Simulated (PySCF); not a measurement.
C₅H₁₃NSi, SMILES CC1([SiH2]N)CCC1, geometry in Å:

```xyz
20

C     -0.2677     1.6261     0.7313
C     -0.1939     0.3005    -0.0106
Si     1.5717    -0.1282    -0.5733
N      2.5001    -0.3791     0.8566
C     -0.8956    -0.8739     0.7044
C     -1.6431    -1.1961    -0.5942
C     -1.2099     0.1587    -1.1636
H      0.1190     2.4362     0.1148
H      0.3141     1.5864     1.6507
H     -1.2983     1.8636     0.9976
H      2.0304     0.9468    -1.4733
H      1.6247    -1.4094    -1.2788
H      2.4253     0.2829     1.6122
H      3.4591    -0.6687     0.7566
H     -0.2528    -1.6591     1.0978
H     -1.5622    -0.5364     1.4984
H     -2.7166    -1.3601    -0.5058
H     -1.2019    -2.0326    -1.1326
H     -0.8049     0.1474    -2.1749
H     -2.0027     0.9059    -1.1161
```

GIAO shifts, PBE0/pcSseg-1, PySCF, at a GFN2-xTB geometry (no frequency check), against NH₃ for ¹⁵N and TMS for ¹³C computed at the same level (¹⁵N: a single molecule, while the usual scales start at liquid NH₃ or nitromethane; multiply bonded nitrogen can come out tens of ppm too deshielded). Gas phase, fully decoupled, line heights follow the number of nuclei, widths are arbitrary (no quadrupolar broadening); values of one conformer, averaged over nuclei that symmetry, rotation about single bonds, ring flips or inversion at nitrogen exchange, these motions taken as fast; other conformers aren't averaged in.

### Predict the ¹⁵N spectrum.

1 signal.


```csv
δ (ppm),nuclei,atoms
3.5,1,N4
```

### How many ¹³C lines appear, and where?

4 signals.


```
δ (ppm)  nuclei   atoms
   31.4       2  C5, C7
   28.6       1      C1
   23.4       1      C2
   16.3       1      C6
```

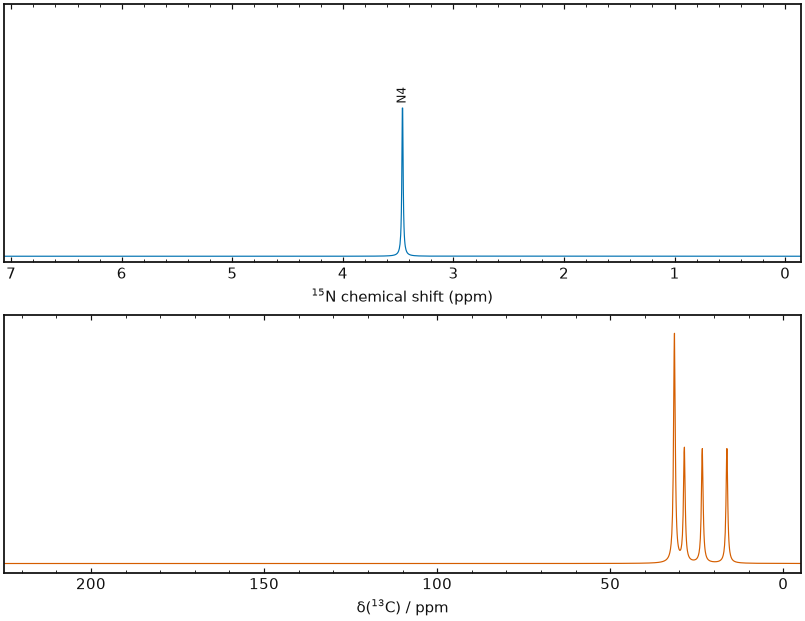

Caveats: the tight-binding geometry is rougher than a DFT one and adds to the error.
